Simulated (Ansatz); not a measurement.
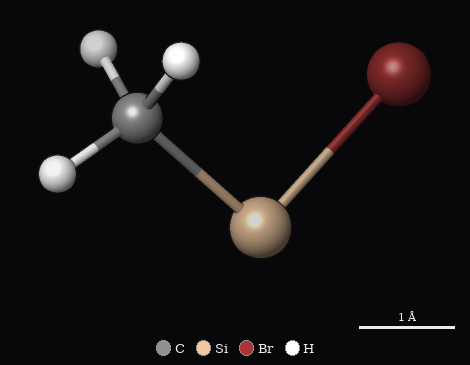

Starting structure of CH3BrSi. The picture is a ball-and-stick view, seen at a tilt.

The start comes from PBE-D4/def2-SVP.

Theory: RKS PBE0-D4/def2-TZVP in Ansatz.

The input:
```yaml
crystal:
  periodic: [false, false, false]
  atoms:
    - {symbol: C, position_ang: [-0.437151, 0.380791, -0.209091]}
    - {symbol: Si, position_ang: [0.014214, -0.772882, 1.250667]}
    - {symbol: Br, position_ang: [2.022521, -1.535254, 0.456191]}
    - {symbol: H, position_ang: [0.333975, 1.172711, -0.335369]}
    - {symbol: H, position_ang: [-1.419463, 0.869189, -0.039136]}
    - {symbol: H, position_ang: [-0.471995, -0.178555, -1.169463]}
basis:
  gaussian: {orbitals: def2-TZVP}
hamiltonian: {xc: pbe0, dispersion: d4}
relax: {f_tol: 0.005, max_steps: 150}
```

Command:
```bash
ansatz run in.yaml --threads 2 --pin off --events-out ev --progress --plain --max-ram 32768MiB --backend cpu
```

Question: Predict the outcome.

Answer: The atom that moves furthest after the best rigid fit is Br3 (0.033 Å). By element the largest moves are Br 0.033 Å, Si 0.023 Å, H 0.023 Å, C 0.005 Å. Among the contacts that change: C1–Si2 1.915 → 1.888 Å, Si2–Br3 2.290 → 2.264 Å, C1–H5 1.110 → 1.093 Å, C1–H4 1.113 → 1.096 Å. After 4 geometry steps the energy has fallen by 0.024 eV. Largest force component: 0.48 eV/Å at the start, 0.0046 eV/Å at the end.

History of the run:

```json
{"step": "0", "E − E(0), eV": "0.0000", "largest force component, eV/Å": "0.4751"}
{"step": "1", "E − E(0), eV": "-0.0219", "largest force component, eV/Å": "0.1728"}
{"step": "2", "E − E(0), eV": "-0.0239", "largest force component, eV/Å": "0.0387"}
{"step": "3", "E − E(0), eV": "-0.0241", "largest force component, eV/Å": "0.0095"}
{"step": "4", "E − E(0), eV": "-0.0241", "largest force component, eV/Å": "0.0046"}
```

The structure at the end:

```xyz
6

C    -0.4336    0.3791   -0.2068
Si    0.0126   -0.7605    1.2310
Br    1.9983   -1.5150    0.4466
H     0.3319    1.1542   -0.3258
H    -1.4020    0.8590   -0.0434
H    -0.4652   -0.1809   -1.1478
```
